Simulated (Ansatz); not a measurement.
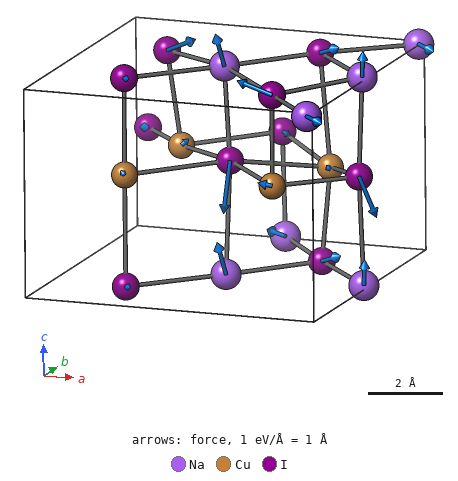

Starting geometry of crystalline NaCuI₂ (built on the CaCeN2-123 type type) with the computed forces as blue arrows. Style: ball-and-stick. Shown: the cell of the calculation, slightly off an axis.

Case: shaken.

Computed with Ansatz, DFT, PBEsol, plane waves, PAW.

The input:
```yaml
crystal:
  lattice:
    - [8.4235504479, 0.016482191, 0.0379518587]
    - [0.016482191, 8.5742048164, -0.0957857876]
    - [0.0265789961, -0.0670820921, 5.9058503907]
  atoms:
    - { symbol: Na, position: [-0.0191193597, -0.000269107, -0.0156664277] }
    - { symbol: Cu, position: [0.2488553239, 0.2530017929, 0.5310864598] }
    - { symbol: I, position: [0.0435013342, -0.0106257982, 0.4808742092] }
    - { symbol: I, position: [0.2544809025, 0.2405527819, 0.0007514965] }
    - { symbol: Na, position: [-0.01640442, 0.4882898981, 0.00438274] }
    - { symbol: Cu, position: [0.2489498491, 0.759284878, 0.4978548869] }
    - { symbol: I, position: [-0.0208568211, 0.4644866159, 0.5348112768] }
    - { symbol: I, position: [0.2212057775, 0.710328101, -0.0319688175] }
    - { symbol: Na, position: [0.5195980376, -0.0161152759, 0.0148857975] }
    - { symbol: Cu, position: [0.7522179176, 0.2742660691, 0.5289958985] }
    - { symbol: I, position: [0.5081648146, -0.0071072529, 0.5139351239] }
    - { symbol: I, position: [0.7676443145, 0.2395460395, -0.0207755879] }
    - { symbol: Na, position: [0.5001033772, 0.5026920928, -0.0035184194] }
    - { symbol: Cu, position: [0.7677238395, 0.7511831308, 0.4563369523] }
    - { symbol: I, position: [0.5127983235, 0.5139356841, 0.5403586584] }
    - { symbol: I, position: [0.7379938561, 0.7465157397, 0.0033711006] }
kpoints:
  mp_grid: { grid: [2, 2, 4] }
hamiltonian:
  xc: pbesol
scf:
  occupations: { method: fermi_dirac, width: 0.05 }
relax:
  f_tol: 0.01
  cell: {}
  max_steps: 120
output:
  write_density: true
  write_potential: true
  elf: true
  volumetric_format: npy
```

Is this structure relaxed? If not, where do the atoms go?

It isn't relaxed: the largest force vector, on I15, is 1.52 eV/Å. The final displacements have little in common with the starting forces (cosine between the two patterns 0.22). The energy falls by 194 meV per atom in 30 accepted moves (36 points after the start). The largest force component goes from 1.5 to 0.0061 eV/Å. The pressure goes from 1.28 to 0.02 GPa. The line search rejected the trial steps at points 15, 19, 28, 32 of the run. At 2 points the geometry stayed and the basis and grid were re-selected for the new cell (energy shift of 3.1 meV per atom at most each time). Cu6 moves most relative to the cell: 1.86 Å along [1 2 2]. By element the largest moves are Cu 1.86 Å, I 1.49 Å, Na 1.25 Å. The drawn cell changes as follows: a 8.424 → 8.456 Å (+0.4 %), b 8.575 → 8.383 Å (−2.2 %), c 5.906 → 7.251 Å (+22.8 %), α 91.3° → 85.2°, β 89.5° → 89.3°, γ 89.8° → 91.9°; the volume changes by +20.0 %. Among the contacts that change: Cu6–I8 3.159 → 5.294 Å, Cu6–I15 3.070 → 5.066 Å, Cu10–I12 3.255 → 5.130 Å, Na9–I11 2.964 → 4.776 Å. New bonds form: I11–Na13 (5.13 → 3.46 Å), I3–Na9 (4.84 → 3.48 Å), Na1–I11 (4.88 → 3.64 Å). Bonds break: Cu10–I11 (3.18 → 4.29 Å), Cu10–I12 (3.26 → 5.13 Å), Cu14–I16 (3.24 → 4.87 Å), Cu2–I4 (3.13 → 4.82 Å). Among the angles between lasting bonds that change: Na1–I16–Na13 177.0° → 113.8°, I4–Na9–I11 90.4° → 148.1°, I3–Cu2–I15 171.2° → 116.6°. The space group stays P1 (No. 1). Cost: 7.9 min on 1 × NVIDIA H100 80GB HBM3 with 2 threads of AMD EPYC 7R13 Processor (Zen 3), with other jobs on the host, peak memory 1.4 GiB.
